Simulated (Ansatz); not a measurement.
The starting structures come from a database of crystals and need not be the phases stable at ambient conditions.

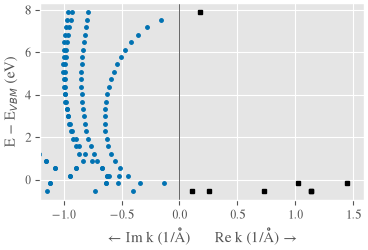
Fig. 1. Complex bands at the centre of the two-dimensional zone; r2SCAN run with Ansatz (an electronic-structure program)

The gap is the functional's own, uncorrected, and κ follows it; spin-orbit coupling is left out. Mid-gap values are interpolated between the computed energies.

This is NaHF2 (R-3m, not sure to be the ambient phase, 4 atoms a cell, 12.0 Å³ an atom, -2 GPa at this level) along the normal of (110). Read off the slowest decay at the centre of the two-dimensional zone at 3.67 eV, the computed energy nearest the middle of the gap.

κ ≈ 0.64 1/Å, a decay length 1/(2κ) of the density of 0.79 Å.
